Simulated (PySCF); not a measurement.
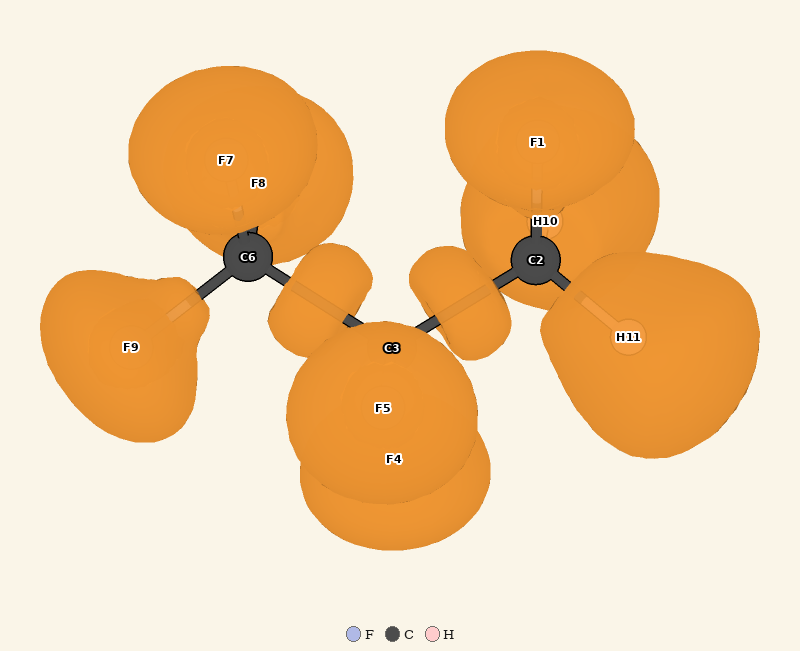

The picture shows: C₃H₂F₆ (SMILES FCC(F)(F)C(F)(F)F). Isosurface of the ELF at 0.75 (orange), seen across its widest extent. Only the valence region is drawn (cores and ρ < 0.01 e/Å³ removed).

Geometry: PBE0-D3(BJ)/def2-SVP.

Level of theory: PySCF 2.14.0, CAM-B3LYP/def2-SVPD, SCF density, gas phase.

Input file:

```
{"job": {"kind": "uv", "xc": "CAM-B3LYP", "basis": "def2-SVPD", "dynamic": true, "nstates": 6, "ntriplets": 0}, "charge": 0, "multiplicity": 1}
F      0.768174     1.693283    -0.782071
C      0.935314     0.349465    -0.883836
C      0.346422    -0.350658     0.324237
F      0.496423    -1.676154     0.136801
F      1.004596    -0.000333     1.441536
C     -1.151812    -0.080778     0.564967
F     -1.348454     1.165021     0.962995
F     -1.827545    -0.282227    -0.565104
F     -1.620133    -0.906386     1.488493
H      0.440811    -0.028649    -1.792071
H      2.008084     0.097155    -0.913859
```

Launched as:

```sh
OMP_NUM_THREADS=1 python probes_run.py task.json out
```

**Identify the bonds, lone pairs and shells in this picture.**

The surface consists of two regions between bonded C–C atoms (shared pairs), two regions around hydrogen nuclei and six regions on F in which the atom's valence shell and bonds are merged. Profiles from the grid: C–F (1.32 Å): the ELF peaks at about 0.85 between the atoms (a polar covalent bond). C–C (1.52 Å): the ELF peaks at about 1 between the atoms; a shared electron pair.
